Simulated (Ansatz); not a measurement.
**SiH₂O (triplet): wB97M-V, B2PLYP over vertical spin and charge gaps, def2-QZVPP**

How well do these functionals follow the top wave-function level for SiH₂O (triplet) over vertical spin and charge gaps?

Computed with Ansatz 0.2.0, Gaussian basis. Level: def2-QZVPP, all electrons in the functionals, frozen cores in the correlation of double hybrids and RPA.

Plan: wB97M-V, B2PLYP, at charge 0, triplet; charge 0, singlet; charge 0, quintet; charge 1, doublet; charge 1, quartet.

2 further runs of the same task are left out: 2 set aside as unsound or not needed.

### 1 The system

The geometry is a PBE0/def2-TZVP stationary point (not a proven minimum).

4 atoms, charge 0, spin multiplicity 3.

Atoms are counted from 1 here; the program's logs count them from 0.

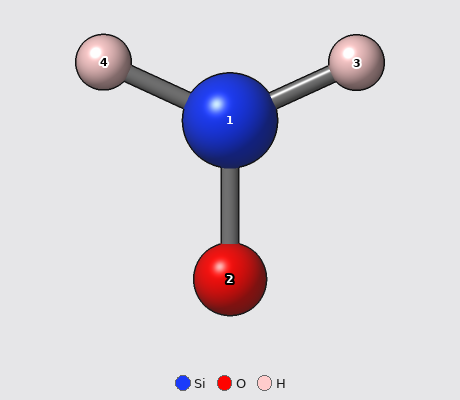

The geometry (silicon blue, oxygen red, hydrogen pink); atoms are numbered from 1 in the order of the file.

No dispersion term is added; wB97M-V holds VV10 nonlocal correlation.

The geometry shown and the zero of energy belong to the point charge 0, triplet. The yardstick, UCCSD(T), and other wave-function levels (R restricted, U unrestricted, valence and pair active spaces) come from earlier runs.

### 2 wB97M-V, charge 0, triplet

Contents of in.yaml:

```yaml
crystal:
  periodic: [false, false, false]
  atoms:
    - {symbol: Si, position_ang: [0.000000, 0.000000, 0.554993]}
    - {symbol: O, position_ang: [0.000000, 0.000000, -1.121434]}
    - {symbol: H, position_ang: [0.000000, 1.331946, 1.168229]}
    - {symbol: H, position_ang: [0.000000, -1.331946, 1.168229]}
basis:
  gaussian: {orbitals: "def2-QZVPP.json"}
magnetization: {spin_polarized: true, initial_magnetization: 2}
hamiltonian: {xc: {name: wB97M-V}}
output: {orbitals: {seedname: orbitals}}
```

Command:

```sh
ansatz run in.yaml --threads 2 --pin off --events-out ev --progress --plain --max-ram 24576MiB --backend cuda --devices 0, --max-vram 18GiB
```

Output, cut to the lines that bear on the results:

```text
Functional definition: wB97M-V
  name "wB97M-V"
  cite "Mardirossian & Head-Gordon, J. Chem. Phys. 144, 214110 (2016) doi:10.1063/1.4952647"
  cite "Becke, J. Chem. Phys. 107, 8554 (1997) doi:10.1063/1.475007"
  cite "Vydrov & Van Voorhis, J. Chem. Phys. 133, 244103 (2010) doi:10.1063/1.3521275"
  # Of w^i u^j: cxij and so on, Table III.
[...]
  gx(w, u) = 1 - cx + cx01*u + cx10*w
  gss(w, u) = css00 + css04*u^4 + css10*w + css20*w^2 + css43*w^4*u^3
  gos(w, u) = cos00 + cos10*w + (cos20 + cos21*u)*w^2 + (cos60 + cos61*u)*w^6
[...]
      + integral(e_c_pw_mod_opposite_spin*gos(b97_w_opposite, b97_u_opposite)) + vv10(b, c)
663 factors; their error is unknown
157 factors; integrals over basis functions are off by at most 1.5e-5 eV
[...]
mean field -9953.69661040 eV, -365.7916035743 hartree, gradient 1.4e-5 eV, S^2 2.005615; 1 other end points of the search recorded, 0 dependent functions left out
reference -9953.69665643 eV, -365.7916052659 hartree; 13, 11 occupied and 174, 176 virtual orbitals, 663 factors
Total energy: -9953.69665643 eV, -365.7916052659 hartree
```

Wall time 19 s (1 × H100 (card shared with other runs) with 2 threads of AMD EPYC 7R13, shared host); peak host memory 0.89 GiB.

From the report: ⟨S²⟩ of the determinant 2.006 (pure triplet: 2.00).

### 3 wB97M-V, charge 0, singlet

Changes to in.yaml since step 2:

```diff
@@ -9,3 +9,3 @@
   gaussian: {orbitals: "def2-QZVPP.json"}
-magnetization: {spin_polarized: true, initial_magnetization: 2}
+magnetization: {spin_polarized: true, initial_magnetization: 0}
 hamiltonian: {xc: {name: wB97M-V}}
```

Launched as before.

Output, cut to the lines that bear on the results:

```text
Functional definition: wB97M-V
  name "wB97M-V"
  cite "Mardirossian & Head-Gordon, J. Chem. Phys. 144, 214110 (2016) doi:10.1063/1.4952647"
  cite "Becke, J. Chem. Phys. 107, 8554 (1997) doi:10.1063/1.475007"
  cite "Vydrov & Van Voorhis, J. Chem. Phys. 133, 244103 (2010) doi:10.1063/1.3521275"
  # Of w^i u^j: cxij and so on, Table III.
[...]
  gx(w, u) = 1 - cx + cx01*u + cx10*w
  gss(w, u) = css00 + css04*u^4 + css10*w + css20*w^2 + css43*w^4*u^3
  gos(w, u) = cos00 + cos10*w + (cos20 + cos21*u)*w^2 + (cos60 + cos61*u)*w^6
[...]
      + integral(e_c_pw_mod_opposite_spin*gos(b97_w_opposite, b97_u_opposite)) + vv10(b, c)
663 factors; their error is unknown
157 factors; integrals over basis functions are off by at most 1.5e-5 eV
[...]
mean field -9956.31685028 eV, -365.8878956137 hartree, gradient 4.3e-5 eV, S^2 0.000000; 0 other end points of the search recorded, 0 dependent functions left out
reference -9956.31689790 eV, -365.8878973637 hartree; 12, 12 occupied and 175, 175 virtual orbitals, 663 factors
Total energy: -9956.31689790 eV, -365.8878973637 hartree
```

Run time: 16 s. Hardware: 1 × H100 (card shared with other runs) with 2 threads of AMD EPYC 7R13, shared host; peak host memory 0.86 GiB.

From the report: ⟨S²⟩ of the determinant 0.000 (pure singlet: 0.00).

From charge 0, triplet: -2.620 eV.

### 4 wB97M-V, charge 0, quintet

Changes to in.yaml since step 3:

```diff
@@ -9,3 +9,3 @@
   gaussian: {orbitals: "def2-QZVPP.json"}
-magnetization: {spin_polarized: true, initial_magnetization: 0}
+magnetization: {spin_polarized: true, initial_magnetization: 4}
 hamiltonian: {xc: {name: wB97M-V}}
```

Same command.

Output, cut to the lines that bear on the results:

```text
Functional definition: wB97M-V
  name "wB97M-V"
  cite "Mardirossian & Head-Gordon, J. Chem. Phys. 144, 214110 (2016) doi:10.1063/1.4952647"
  cite "Becke, J. Chem. Phys. 107, 8554 (1997) doi:10.1063/1.475007"
  cite "Vydrov & Van Voorhis, J. Chem. Phys. 133, 244103 (2010) doi:10.1063/1.3521275"
  # Of w^i u^j: cxij and so on, Table III.
[...]
  gx(w, u) = 1 - cx + cx01*u + cx10*w
  gss(w, u) = css00 + css04*u^4 + css10*w + css20*w^2 + css43*w^4*u^3
  gos(w, u) = cos00 + cos10*w + (cos20 + cos21*u)*w^2 + (cos60 + cos61*u)*w^6
[...]
      + integral(e_c_pw_mod_opposite_spin*gos(b97_w_opposite, b97_u_opposite)) + vv10(b, c)
663 factors; their error is unknown
157 factors; integrals over basis functions are off by at most 1.5e-5 eV
[...]
mean field -9946.57079151 eV, -365.5297345600 hartree, gradient 1.2e-5 eV, S^2 6.016432; 4 other end points of the search recorded, 0 dependent functions left out
reference -9946.57083478 eV, -365.5297361504 hartree; 14, 10 occupied and 173, 177 virtual orbitals, 663 factors
Total energy: -9946.57083478 eV, -365.5297361504 hartree
```

Run time: 13 s. Hardware: 1 × H100 (card shared with other runs) with 2 threads of AMD EPYC 7R13, shared host; peak host memory 0.88 GiB.

From the report: ⟨S²⟩ of the determinant 6.016 (pure quintet: 6.00).

From charge 0, triplet: +7.126 eV.

### 5 wB97M-V, charge 1, doublet

Changes to in.yaml since step 4:

```diff
@@ -9,3 +9,4 @@
   gaussian: {orbitals: "def2-QZVPP.json"}
-magnetization: {spin_polarized: true, initial_magnetization: 4}
+total_charge: 1
+magnetization: {spin_polarized: true, initial_magnetization: 1}
 hamiltonian: {xc: {name: wB97M-V}}
```

Same command.

Output, cut to the lines that bear on the results:

```text
Functional definition: wB97M-V
  name "wB97M-V"
  cite "Mardirossian & Head-Gordon, J. Chem. Phys. 144, 214110 (2016) doi:10.1063/1.4952647"
  cite "Becke, J. Chem. Phys. 107, 8554 (1997) doi:10.1063/1.475007"
  cite "Vydrov & Van Voorhis, J. Chem. Phys. 133, 244103 (2010) doi:10.1063/1.3521275"
  # Of w^i u^j: cxij and so on, Table III.
[...]
  gx(w, u) = 1 - cx + cx01*u + cx10*w
  gss(w, u) = css00 + css04*u^4 + css10*w + css20*w^2 + css43*w^4*u^3
  gos(w, u) = cos00 + cos10*w + (cos20 + cos21*u)*w^2 + (cos60 + cos61*u)*w^6
[...]
      + integral(e_c_pw_mod_opposite_spin*gos(b97_w_opposite, b97_u_opposite)) + vv10(b, c)
663 factors; their error is unknown
157 factors; integrals over basis functions are off by at most 1.5e-5 eV
[...]
mean field -9946.50412696 eV, -365.5272846832 hartree, gradient 2.9e-5 eV, S^2 0.756184; 1 other end points of the search recorded, 0 dependent functions left out
reference -9946.50416889 eV, -365.5272862242 hartree; 12, 11 occupied and 175, 176 virtual orbitals, 663 factors
Total energy: -9946.50416889 eV, -365.5272862242 hartree
```

Run time: 12 s. Hardware: 1 × H100 (card shared with other runs) with 2 threads of AMD EPYC 7R13, shared host; peak host memory 0.89 GiB.

From the report: ⟨S²⟩ of the determinant 0.756 (pure doublet: 0.75).

From charge 0, triplet: +7.192 eV.

### 6 wB97M-V, charge 1, quartet

Changes to in.yaml since step 5:

```diff
@@ -10,3 +10,3 @@
 total_charge: 1
-magnetization: {spin_polarized: true, initial_magnetization: 1}
+magnetization: {spin_polarized: true, initial_magnetization: 3}
 hamiltonian: {xc: {name: wB97M-V}}
```

Same command.

Output, cut to the lines that bear on the results:

```text
Functional definition: wB97M-V
  name "wB97M-V"
  cite "Mardirossian & Head-Gordon, J. Chem. Phys. 144, 214110 (2016) doi:10.1063/1.4952647"
  cite "Becke, J. Chem. Phys. 107, 8554 (1997) doi:10.1063/1.475007"
  cite "Vydrov & Van Voorhis, J. Chem. Phys. 133, 244103 (2010) doi:10.1063/1.3521275"
  # Of w^i u^j: cxij and so on, Table III.
[...]
  gx(w, u) = 1 - cx + cx01*u + cx10*w
  gss(w, u) = css00 + css04*u^4 + css10*w + css20*w^2 + css43*w^4*u^3
  gos(w, u) = cos00 + cos10*w + (cos20 + cos21*u)*w^2 + (cos60 + cos61*u)*w^6
[...]
      + integral(e_c_pw_mod_opposite_spin*gos(b97_w_opposite, b97_u_opposite)) + vv10(b, c)
663 factors; their error is unknown
157 factors; integrals over basis functions are off by at most 1.5e-5 eV
[...]
mean field -9941.25953842 eV, -365.3345496091 hartree, gradient 3.9e-5 eV, S^2 3.760399; 3 other end points of the search recorded, 0 dependent functions left out
reference -9941.25958509 eV, -365.3345513243 hartree; 13, 10 occupied and 174, 177 virtual orbitals, 663 factors
Total energy: -9941.25958509 eV, -365.3345513243 hartree
```

It took 9.5 s on 1 × H100 (card shared with other runs) with 2 threads of AMD EPYC 7R13, shared host; peak host memory 0.88 GiB.

From the report: ⟨S²⟩ of the determinant 3.760 (pure quartet: 3.75).

From charge 0, triplet: +12.437 eV.

### 7 B2PLYP, charge 0, triplet

Changes to in.yaml since step 6:

```diff
@@ -9,5 +9,4 @@
   gaussian: {orbitals: "def2-QZVPP.json"}
-total_charge: 1
-magnetization: {spin_polarized: true, initial_magnetization: 3}
-hamiltonian: {xc: {name: wB97M-V}}
-output: {orbitals: {seedname: orbitals}}
+magnetization: {spin_polarized: true, initial_magnetization: 2}
+hamiltonian: {xc: {name: B2PLYP}}
+correlation: {electrons: outside_noble_gas}
```

The command is unchanged.

Output, cut to the lines that bear on the results:

```text
Functional definition: B2PLYP
  name "B2PLYP"
  cite "Grimme, J. Chem. Phys. 124, 034108 (2006) doi:10.1063/1.2148954"
  cite "Becke, Phys. Rev. A 38, 3098 (1988) doi:10.1103/PhysRevA.38.3098"
  cite "Lee, Yang & Parr, Phys. Rev. B 37, 785 (1988) doi:10.1103/PhysRevB.37.785"
[...]
1118 factors; integrals over basis functions are off by at most 5.9e-4 eV
[...]
mean field -9947.76277731 eV, -365.5735392304 hartree, gradient 1.2e-6 eV, S^2 2.013153; 2 other end points of the search recorded, 0 dependent functions left out
6 core orbitals not correlated: weight in the atoms' cores, before any rotation towards them, 1.000 or more for the frozen orbitals, at most 0.000 for the correlated occupied ones
reference -9947.76292157 eV, -365.5735445317 hartree; 7, 5 occupied and 174, 176 virtual orbitals, 1118 factors
second order -10.55443010 eV of doubles, -0.00000000 eV of singles
Total energy: -9950.61261769 eV, -365.6782689328 hartree
```

Wall time 15 s (1 × H100 (card shared with other runs) with 2 threads of AMD EPYC 7R13, shared host); peak host memory 0.95 GiB.

From the report: ⟨S²⟩ of the determinant 2.013 (pure triplet: 2.00).

### 8 B2PLYP, charge 0, singlet

Changes to in.yaml since step 7:

```diff
@@ -9,3 +9,3 @@
   gaussian: {orbitals: "def2-QZVPP.json"}
-magnetization: {spin_polarized: true, initial_magnetization: 2}
+magnetization: {spin_polarized: true, initial_magnetization: 0}
 hamiltonian: {xc: {name: B2PLYP}}
```

Launched as before.

Output, cut to the lines that bear on the results:

```text
Functional definition: B2PLYP
  name "B2PLYP"
  cite "Grimme, J. Chem. Phys. 124, 034108 (2006) doi:10.1063/1.2148954"
  cite "Becke, Phys. Rev. A 38, 3098 (1988) doi:10.1103/PhysRevA.38.3098"
  cite "Lee, Yang & Parr, Phys. Rev. B 37, 785 (1988) doi:10.1103/PhysRevB.37.785"
[...]
1118 factors; integrals over basis functions are off by at most 5.9e-4 eV
[...]
mean field -9949.69005422 eV, -365.6443653505 hartree, gradient 2.4e-6 eV, S^2 0.000000; 3 other end points of the search recorded, 0 dependent functions left out
6 core orbitals not correlated: weight in the atoms' cores, before any rotation towards them, 1.000 or more for the frozen orbitals, at most 0.000 for the correlated occupied ones
reference -9949.69019229 eV, -365.6443704242 hartree; 6, 6 occupied and 175, 175 virtual orbitals, 1118 factors
second order -13.81438942 eV of doubles, -0.00000000 eV of singles
Total energy: -9953.42007743 eV, -365.7814411750 hartree
```

It took 15 s on 1 × H100 (card shared with other runs) with 2 threads of AMD EPYC 7R13, shared host; peak host memory 0.95 GiB.

From the report: ⟨S²⟩ of the determinant 0.000 (pure singlet: 0.00).

From charge 0, triplet: -2.807 eV.

### 9 B2PLYP, charge 0, quintet

Changes to in.yaml since step 8:

```diff
@@ -9,3 +9,3 @@
   gaussian: {orbitals: "def2-QZVPP.json"}
-magnetization: {spin_polarized: true, initial_magnetization: 0}
+magnetization: {spin_polarized: true, initial_magnetization: 4}
 hamiltonian: {xc: {name: B2PLYP}}
```

Launched as before.

Output, cut to the lines that bear on the results:

```text
Functional definition: B2PLYP
  name "B2PLYP"
  cite "Grimme, J. Chem. Phys. 124, 034108 (2006) doi:10.1063/1.2148954"
  cite "Becke, Phys. Rev. A 38, 3098 (1988) doi:10.1103/PhysRevA.38.3098"
  cite "Lee, Yang & Parr, Phys. Rev. B 37, 785 (1988) doi:10.1103/PhysRevB.37.785"
[...]
1118 factors; integrals over basis functions are off by at most 5.9e-4 eV
[...]
mean field -9940.97275192 eV, -365.3240103998 hartree, gradient 8.7e-6 eV, S^2 6.028741; 6 other end points of the search recorded, 0 dependent functions left out
6 core orbitals not correlated: weight in the atoms' cores, before any rotation towards them, 1.000 or more for the frozen orbitals, at most 0.000 for the correlated occupied ones
reference -9940.97289454 eV, -365.3240156410 hartree; 8, 4 occupied and 173, 177 virtual orbitals, 1118 factors
second order -9.67051833 eV of doubles, -0.00000000 eV of singles
Total energy: -9943.58393449 eV, -365.4199695893 hartree
```

Run time: 17 s. Hardware: 1 × H100 (card shared with other runs) with 2 threads of AMD EPYC 7R13, shared host; peak host memory 0.94 GiB.

From the report: ⟨S²⟩ of the determinant 6.029 (pure quintet: 6.00).

From charge 0, triplet: +7.029 eV.

### 10 B2PLYP, charge 1, doublet

Changes to in.yaml since step 9:

```diff
@@ -9,3 +9,4 @@
   gaussian: {orbitals: "def2-QZVPP.json"}
-magnetization: {spin_polarized: true, initial_magnetization: 4}
+total_charge: 1
+magnetization: {spin_polarized: true, initial_magnetization: 1}
 hamiltonian: {xc: {name: B2PLYP}}
```

The command is unchanged.

Output, cut to the lines that bear on the results:

```text
Functional definition: B2PLYP
  name "B2PLYP"
  cite "Grimme, J. Chem. Phys. 124, 034108 (2006) doi:10.1063/1.2148954"
  cite "Becke, Phys. Rev. A 38, 3098 (1988) doi:10.1103/PhysRevA.38.3098"
  cite "Lee, Yang & Parr, Phys. Rev. B 37, 785 (1988) doi:10.1103/PhysRevB.37.785"
[...]
1118 factors; integrals over basis functions are off by at most 5.9e-4 eV
[...]
mean field -9940.63895663 eV, -365.3117436490 hartree, gradient 7.7e-6 eV, S^2 0.757999; 2 other end points of the search recorded, 0 dependent functions left out
6 core orbitals not correlated: weight in the atoms' cores, before any rotation towards them, 1.000 or more for the frozen orbitals, at most 0.000 for the correlated occupied ones
reference -9940.63907746 eV, -365.3117480895 hartree; 6, 5 occupied and 175, 176 virtual orbitals, 1118 factors
second order -10.17573267 eV of doubles, -0.00000000 eV of singles
Total energy: -9943.38652528 eV, -365.4127149346 hartree
```

It took 6.5 s on 1 × H100 (card shared with other runs) with 2 threads of AMD EPYC 7R13, shared host; peak host memory 0.94 GiB.

From the report: ⟨S²⟩ of the determinant 0.758 (pure doublet: 0.75).

From charge 0, triplet: +7.226 eV.

### 11 B2PLYP, charge 1, quartet

Changes to in.yaml since step 10:

```diff
@@ -10,3 +10,3 @@
 total_charge: 1
-magnetization: {spin_polarized: true, initial_magnetization: 1}
+magnetization: {spin_polarized: true, initial_magnetization: 3}
 hamiltonian: {xc: {name: B2PLYP}}
```

Same command.

Output, cut to the lines that bear on the results:

```text
Functional definition: B2PLYP
  name "B2PLYP"
  cite "Grimme, J. Chem. Phys. 124, 034108 (2006) doi:10.1063/1.2148954"
  cite "Becke, Phys. Rev. A 38, 3098 (1988) doi:10.1103/PhysRevA.38.3098"
  cite "Lee, Yang & Parr, Phys. Rev. B 37, 785 (1988) doi:10.1103/PhysRevB.37.785"
[...]
1118 factors; integrals over basis functions are off by at most 5.9e-4 eV
[...]
mean field -9935.69230362 eV, -365.1299575038 hartree, gradient 1.2e-6 eV, S^2 3.766800; 6 other end points of the search recorded, 0 dependent functions left out
6 core orbitals not correlated: weight in the atoms' cores, before any rotation towards them, 1.000 or more for the frozen orbitals, at most 0.000 for the correlated occupied ones
reference -9935.69243862 eV, -365.1299624652 hartree; 7, 4 occupied and 174, 177 virtual orbitals, 1118 factors
second order -8.94253349 eV of doubles, -0.00000000 eV of singles
Total energy: -9938.10692267 eV, -365.2186931171 hartree
```

Run time: 13 s. Hardware: 1 × H100 (card shared with other runs) with 2 threads of AMD EPYC 7R13, shared host; peak host memory 0.94 GiB.

From the report: ⟨S²⟩ of the determinant 3.767 (pure quartet: 3.75).

From charge 0, triplet: +12.506 eV.

### 12 Against the wave-function levels

No level is safe as a reference over these points; UCCSD(T) serves as a yardstick only. It comes from earlier runs at the same points. Energies in eV, counted from charge 0, triplet; blanks weren't run or aren't comparable.

```csv
level,triplet to singlet,triplet to quintet,ionisation to the doublet cation,ionisation to the quartet cation
UCCSD(T),,7.062,7.241,12.529
wB97M-V,-2.620,7.126,7.192,12.437
B2PLYP,-2.807,7.029,7.226,12.506
```

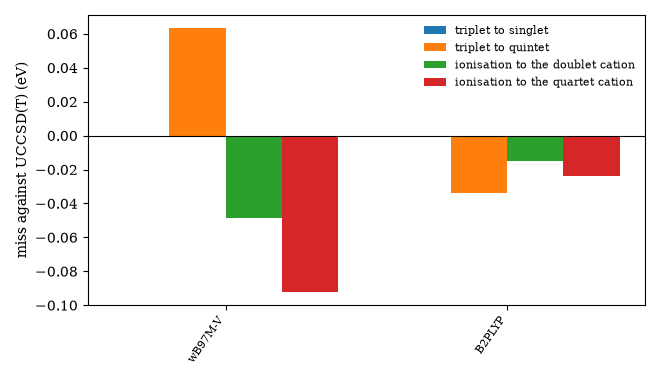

Misses of the gaps against UCCSD(T).

Largest miss and mean time a point (UCCSD(T) took 24 s a point; shared hosts):

```
  level  largest miss (eV)                             where  time a point
wB97M-V             -0.092  ionisation to the quartet cation          14 s
 B2PLYP             -0.034                triplet to quintet          13 s
```

### 13 What came out

| quantity | value |
| --- | --- |
| triplet to quintet, UCCSD(T) | 7.062 eV |
| ionisation to the doublet cation, UCCSD(T) | 7.241 eV |
| ionisation to the quartet cation, UCCSD(T) | 12.529 eV |
| largest miss, wB97M-V | -0.092 eV (ionisation to the quartet cation) |
| largest miss, B2PLYP | -0.034 eV (triplet to quintet) |

Misses are known at 3 of 4 points at best, and only functionals with that many are ranked. Of the functionals, B2PLYP keep the smallest largest miss at the points compared (at most 0.034 eV) and wB97M-V strays most (0.092 eV, at ionisation to the quartet cation). Functionals and the yardstick converge differently with the basis, so part of each miss in def2-QZVPP is the basis. The yardstick itself may be off where one determinant is a poor start.
